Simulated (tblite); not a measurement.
Run report: CH$_{8}$AsSSi$_{2}$, geometry relaxation (part 1 of 2)

- system: CH$_{8}$AsSSi$_{2}$, multiplicity 2
- method: GFN2-xTB geometry optimisation, gas phase (tblite 0.8.0)

It belongs to a series of runs on one base structure; here: H removed from Si.

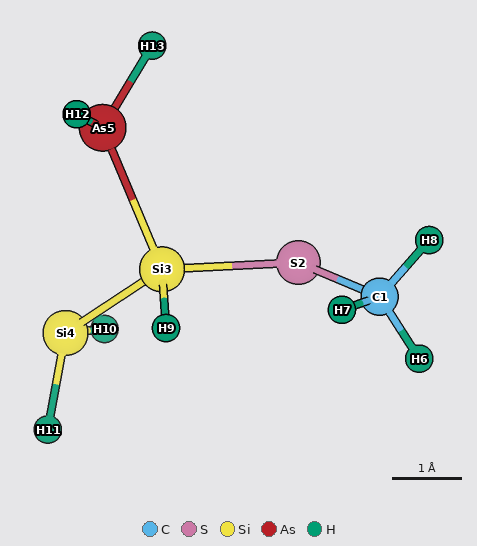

**Figure 1.** The starting structure (ball-and-stick view, seen at a tilt; atoms are numbered from 1 in the order of the input).

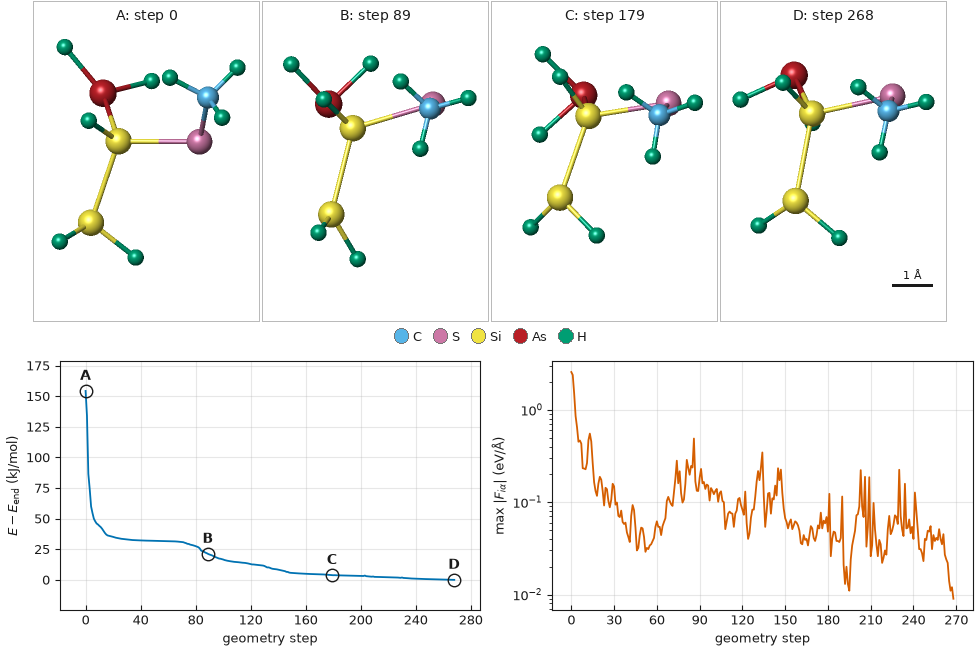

**Figure 2.** Frames of the relaxation (ball-and-stick view, seen at a tilt) above the curves, on which the letters mark them (steps are counted from 0).

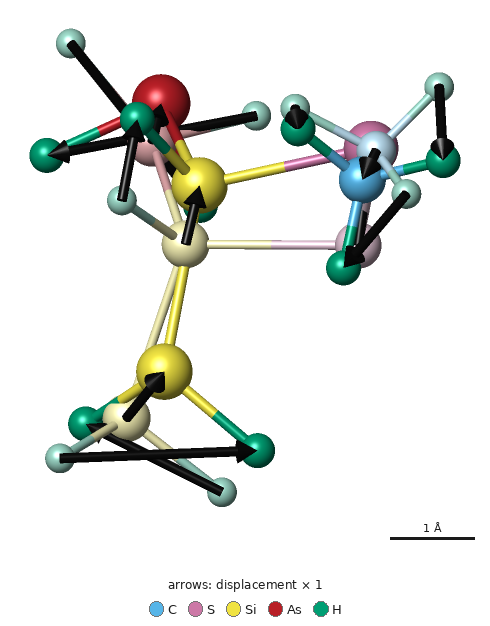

**Figure 3.** Start (faint) and end (solid) with the displacements as black arrows, at true length (ball-and-stick view, seen at a tilt). The two geometries are laid on each other by the best rigid fit. The atom that moves furthest after the best rigid fit is H12 (2.76 Å). By element the largest moves are H 2.76 Å, S 1.18 Å, Si 0.98 Å, As 0.55 Å, C 0.44 Å. Among the contacts that change: Si3–Si4 2.240 → 2.299 Å, Si3–As5 2.296 → 2.345 Å, As5–H12 1.540 → 1.501 Å, As5–H13 1.542 → 1.507 Å. Among the angles that change: Si3–As5–H13 115.1° → 87.0°, H12–As5–H13 114.9° → 88.9°, Si3–As5–H12 115.2° → 91.9°. The energy falls by 154.3 kJ/mol in 268 geometry steps. The largest force component goes from 2.6 to 0.009 eV/Å. (Atoms are counted from 1 in the order of the input.)

The input and output of the run follow.

The input:
```
{"job": {"kind": "relax", "xc": "GFN2-xTB", "basis": "xTB"}, "charge": 0, "multiplicity": 2}
C      2.521400    -0.291500    -0.069300
S      0.989100    -0.501200    -1.031400
Si    -0.681900    -0.012200     0.226100
Si    -2.334200    -1.498900    -0.052400
As    -1.577200     2.052800    -0.225600
H      3.090500    -1.233800     0.035900
H      2.274600     0.104600     0.947100
H      3.171500     0.434200    -0.595100
H     -0.220200    -0.087500     1.610800
H     -2.163600    -2.224700    -1.319000
H     -2.331400    -2.441800     1.095200
H     -1.559200     3.047600     0.950000
H     -1.183700     2.652900    -1.590000
```

The first line tells a small driver script what to run in tblite; the rest is the geometry in Å.

Command:
```bash
OMP_NUM_THREADS=1 python <driver script> task.json out
```

Log:
```
step      E/eV     max force
  0    -413.41826    2.606
  1    -413.62782    2.417
  2    -414.12020    1.656
  3    -414.24885    0.983
  4    -414.39637    0.756
  5    -414.45128    0.540
  6    -414.49943    0.531
  7    -414.52211    0.451
  8    -414.54044    0.283
  9    -414.54878    0.249
 10    -414.56053    0.277
 11    -414.57057    0.294
 12    -414.58493    0.474
 13    -414.60173    0.559
 14    -414.61988    0.465
 15    -414.63361    0.276
 16    -414.64170    0.202
 17    -414.64465    0.157
 18    -414.64677    0.127
 19    -414.64987    0.174
 20    -414.65370    0.210
 21    -414.65771    0.200
 22    -414.66080    0.145
 23    -414.66325    0.128
 24    -414.66561    0.157
 25    -414.66801    0.160
 26    -414.66996    0.115
 27    -414.67134    0.105
 28    -414.67263    0.113
 29    -414.67430    0.160
 30    -414.67615    0.148
 31    -414.67774    0.120
 32    -414.67890    0.101
 33    -414.67974    0.081
 34    -414.68048    0.082
 35    -414.68119    0.089
 36    -414.68181    0.081
 37    -414.68238    0.062
 38    -414.68288    0.065
 39    -414.68325    0.053
 40    -414.68352    0.050
 41    -414.68378    0.043
 42    -414.68414    0.071
 43    -414.68470    0.093
 44    -414.68537    0.085
 45    -414.68586    0.053
 46    -414.68611    0.033
 47    -414.68627    0.038
 48    -414.68646    0.045
 49    -414.68674    0.058
 50    -414.68708    0.055
 51    -414.68739    0.056
 52    -414.68760    0.042
 53    -414.68776    0.035
 54    -414.68790    0.034
 55    -414.68807    0.040
 56    -414.68828    0.043
 57    -414.68854    0.050
 58    -414.68888    0.052
 59    -414.68927    0.058
 60    -414.68971    0.068
 61    -414.69021    0.066
 62    -414.69073    0.062
 63    -414.69120    0.055
 64    -414.69161    0.055
 65    -414.69203    0.064
 66    -414.69267    0.068
 67    -414.69373    0.104
 68    -414.69514    0.118
 69    -414.69603    0.128
 70    -414.69733    0.133
 71    -414.69868    0.120
 72    -414.70326    0.163
 73    -414.70674    0.184
 74    -414.71246    0.288
 75    -414.71364    0.208
 76    -414.71909    0.223
 77    -414.72163    0.131
 78    -414.72456    0.109
 79    -414.72809    0.135
 80    -414.73211    0.170
 81    -414.73708    0.324
 82    -414.74146    0.268
 83    -414.75180    0.217
 84    -414.76969    0.266
 85    -414.77569    0.257
 86    -414.77818    0.537
 87    -414.78681    0.210
 88    -414.79117    0.164
 89    -414.79776    0.161
 90    -414.80265    0.223
 91    -414.80648    0.262
 92    -414.81086    0.180
 93    -414.81731    0.194
 94    -414.82297    0.165
 95    -414.82765    0.181
 96    -414.83233    0.229
 97    -414.83708    0.117
 98    -414.83888    0.157
 99    -414.84180    0.178
100    -414.84522    0.128
101    -414.84976    0.169
102    -414.85291    0.194
103    -414.85553    0.152
104    -414.85806    0.136
105    -414.85974    0.135
106    -414.86165    0.125
107    -414.86377    0.110
108    -414.86505    0.061
109    -414.86587    0.070
110    -414.86675    0.081
111    -414.86811    0.094
112    -414.86975    0.088
113    -414.87127    0.085
114    -414.87240    0.061
115    -414.87319    0.088
116    -414.87424    0.091
117    -414.87616    0.122
118    -414.87846    0.129
119    -414.88144    0.109
120    -414.88477    0.085
121    -414.88707    0.084
122    -414.88719    0.142
123    -414.88845    0.069
124    -414.88900    0.054
125    -414.89029    0.056
126    -414.89155    0.070
127    -414.89269    0.093
128    -414.89435    0.108
129    -414.89657    0.128
130    -414.89995    0.181
131    -414.90639    0.276
132    -414.91236    0.244
133    -414.91191    0.302
134    -414.91576    0.421
135    -414.92092    0.139
136    -414.92419    0.063
137    -414.92551    0.096
138    -414.92676    0.156
139    -414.92857    0.153
140    -414.93110    0.091
141    -414.93303    0.129
142    -414.93523    0.118
143    -414.93829    0.171
144    -414.94091    0.138
145    -414.94419    0.247
146    -414.95005    0.182
147    -414.95067    0.256
148    -414.95597    0.155
149    -414.95805    0.098
150    -414.95900    0.081
151    -414.95954    0.069
152    -414.96019    0.060
153    -414.96137    0.061
154    -414.96244    0.066
155    -414.96299    0.070
156    -414.96344    0.059
157    -414.96388    0.064
158    -414.96465    0.063
159    -414.96521    0.059
160    -414.96610    0.059
161    -414.96687    0.038
162    -414.96749    0.035
163    -414.96786    0.050
164    -414.96817    0.041
165    -414.96843    0.042
166    -414.96880    0.039
167    -414.96903    0.046
168    -414.96942    0.057
169    -414.96969    0.054
170    -414.96998    0.045
171    -414.97035    0.050
172    -414.97100    0.056
173    -414.97189    0.069
174    -414.97281    0.059
175    -414.97358    0.105
176    -414.97432    0.070
177    -414.97517    0.074
178    -414.97643    0.066
179    -414.97759    0.083
180    -414.97840    0.051
181    -414.97793    0.158
182    -414.97897    0.030
183    -414.97917    0.044
184    -414.97944    0.055
185    -414.97971    0.063
186    -414.97996    0.050
187    -414.98052    0.044
188    -414.98112    0.049
189    -414.98150    0.041
190    -414.98049    0.125
191    -414.98171    0.022
192    -414.98178    0.016
193    -414.98187    0.027
194    -414.98193    0.018
195    -414.98199    0.015
196    -414.98212    0.032
197    -414.98226    0.043
198    -414.98245    0.046
199    -414.98274    0.056
200    -414.98331    0.073
201    -414.98400    0.077
202    -414.98486    0.101
203    -414.98120    0.287
204    -414.98632    0.102
205    -414.98721    0.072
206    -414.98773    0.221
207    -414.98983    0.036
208    -414.99084    0.061
209    -414.98936    0.250
210    -414.99229    0.029
211    -414.99278    0.042
212    -414.99293    0.100
213    -414.99340    0.067
214    -414.99346    0.037
215    -414.99376    0.029
216    -414.99391    0.046
217    -414.99406    0.039
218    -414.99429    0.028
219    -414.99439    0.028
220    -414.99455    0.033
221    -414.99487    0.033
222    -414.99517    0.060
223    -414.99541    0.081
224    -414.99596    0.060
225    -414.99661    0.056
226    -414.99721    0.061
227    -414.99811    0.077
228    -414.99907    0.072
229    -415.00030    0.061
230    -414.99772    0.264
231    -415.00122    0.080
232    -415.00173    0.056
233    -415.00265    0.059
234    -415.00347    0.188
235    -415.00454    0.063
236    -415.00530    0.054
237    -415.00619    0.078
238    -415.00673    0.054
239    -415.00739    0.057
240    -415.00827    0.047
241    -415.00842    0.166
242    -415.00862    0.087
243    -415.00940    0.055
244    -415.00973    0.048
245    -415.01004    0.038
246    -415.01045    0.034
247    -415.01080    0.026
248    -415.01116    0.041
249    -415.01143    0.044
250    -415.01190    0.055
251    -415.01233    0.053
252    -415.01279    0.061
253    -415.01321    0.044
254    -415.01363    0.049
255    -415.01405    0.041
256    -415.01457    0.043
257    -415.01493    0.041
258    -415.01521    0.062
259    -415.01560    0.042
260    -415.01596    0.038
261    -415.01661    0.055
262    -415.01687    0.032
263    -415.01724    0.030
264    -415.01741    0.026
265    -415.01749    0.017
266    -415.01753    0.012
267    -415.01755    0.012
268    -415.01757    0.009
```

Trajectory as extended XYZ (Å, eV, eV/Å), 17 of the 269 frames kept, from step=0 to step=268:
```
13
Properties=species:S:1:pos:R:3:forces:R:3 step=0 energy=-413.41826
C     2.5214   -0.2915   -0.0693    0.4550   0.4740   0.7780
S     0.9891   -0.5012   -1.0314    0.7320  -0.3800  -0.3890
Si   -0.6819   -0.0122    0.2261    0.8040   1.0780   0.5870
Si   -2.3342   -1.4989   -0.0524   -0.3360  -0.7040  -0.0610
As   -1.5772    2.0528   -0.2256   -2.5610  -0.1970  -0.4390
H     3.0905   -1.2338    0.0359   -0.5940   0.3530  -0.1540
H     2.2746    0.1046    0.9471    0.2070  -0.3390  -0.8400
H     3.1715    0.4342   -0.5951   -0.4680  -0.3330   0.2470
H    -0.2202   -0.0875    1.6108    0.2560   0.0220   0.1260
H    -2.1636   -2.2247   -1.3190   -0.2030  -0.1760   0.0820
H    -2.3314   -2.4418    1.0952   -0.1560  -0.0250  -0.2760
H    -1.5592    3.0476    0.9500    1.0610   0.0140  -0.6390
H    -1.1837    2.6529   -1.5900    0.8020   0.2140   0.9770
13
Properties=species:S:1:pos:R:3:forces:R:3 step=17 energy=-414.64465
C     2.4799   -0.2345   -0.0312   -0.0840  -0.0130  -0.1320
S     0.9725   -0.3629   -1.0533    0.0020   0.0270  -0.0120
Si   -0.7540    0.0891    0.2412   -0.0190   0.0440   0.0050
Si   -2.2913   -1.6208   -0.0415    0.0800   0.0150   0.0250
As   -1.9112    2.0986   -0.2967    0.0230  -0.0890  -0.0070
H     2.9484   -1.2141    0.0009   -0.0520  -0.0190   0.0250
H     2.2683    0.1160    0.9741   -0.1090   0.0030  -0.0550
H     3.1313    0.4608   -0.5498    0.0700   0.0630   0.0660
H    -0.0345    0.2069    1.5236   -0.0650  -0.0330   0.0380
H    -2.2663   -2.3817   -1.2980    0.0240   0.0160   0.0400
H    -2.4194   -2.6260    1.0217    0.0120  -0.0080   0.0020
H    -1.2249    2.8892    0.7767    0.0430  -0.0020   0.0290
H    -0.9031    2.5800   -1.2854    0.0760  -0.0050  -0.0250
13
Properties=species:S:1:pos:R:3:forces:R:3 step=34 energy=-414.68048
C     2.3987   -0.2092   -0.0537   -0.0390   0.0020  -0.0290
S     0.9362   -0.2261   -1.1363    0.0690  -0.0260   0.0310
Si   -0.7617    0.0887    0.2219   -0.0690   0.0260   0.0360
Si   -2.2427   -1.6627    0.0080    0.0040   0.0180  -0.0210
As   -1.8391    2.1197   -0.3316    0.0000   0.0150   0.0030
H     2.8175   -1.2113   -0.0105   -0.0130   0.0190  -0.0430
H     2.1312    0.1225    0.9435   -0.0220   0.0210   0.0150
H     3.1105    0.4809   -0.4970    0.0400  -0.0380   0.0160
H    -0.0786    0.1604    1.5283   -0.0020  -0.0100  -0.0210
H    -2.2132   -2.3909   -1.2632   -0.0110  -0.0420   0.0160
H    -2.3610   -2.6721    1.0658    0.0370  -0.0050  -0.0070
H    -1.1455    2.8572    0.7781   -0.0030   0.0120   0.0170
H    -0.7566    2.5433   -1.2710    0.0090   0.0110  -0.0130
13
Properties=species:S:1:pos:R:3:forces:R:3 step=50 energy=-414.68708
C     2.3749   -0.2140   -0.0510   -0.0420  -0.0180  -0.0310
S     0.9277   -0.1893   -1.1506   -0.0200   0.0140   0.0340
Si   -0.7911    0.1080    0.1974    0.0520  -0.0090  -0.0170
Si   -2.2302   -1.6787   -0.0084   -0.0040  -0.0300   0.0030
As   -1.8246    2.1653   -0.3348   -0.0230   0.0240  -0.0010
H     2.7590   -1.2294   -0.0116    0.0130   0.0010   0.0040
H     2.1006    0.1228    0.9432    0.0130   0.0120  -0.0020
H     3.1163    0.4515   -0.4838    0.0110  -0.0220   0.0260
H    -0.1184    0.1428    1.5111   -0.0040   0.0100  -0.0190
H    -2.2156   -2.4675   -1.2444    0.0060   0.0200   0.0080
H    -2.2517   -2.6647    1.0798    0.0070   0.0080  -0.0010
H    -1.1310    2.8807    0.7916   -0.0050  -0.0190   0.0060
H    -0.7203    2.5730   -1.2563   -0.0030   0.0110  -0.0090
```
